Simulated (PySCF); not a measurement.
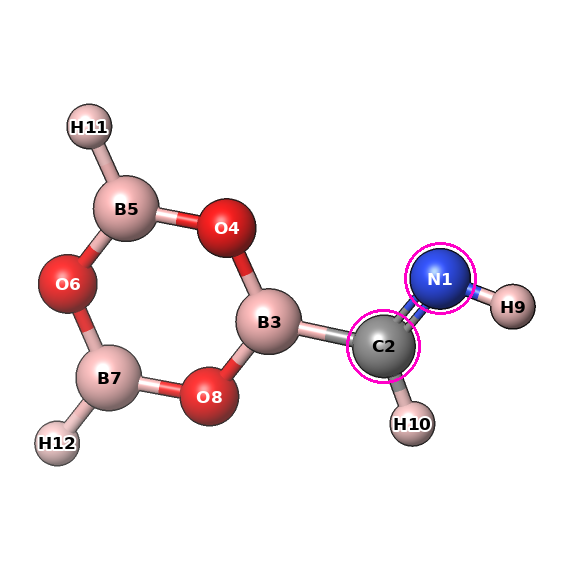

Atoms fade into the background with distance from the viewer. Circles mark the stereogenic atoms. Computed geometry: PBE0-D3(BJ)/def2-SVP optimisation. No frequency run is at hand to confirm it as a minimum.

Q: Assign CIP descriptors.

A: N1=C2: E.
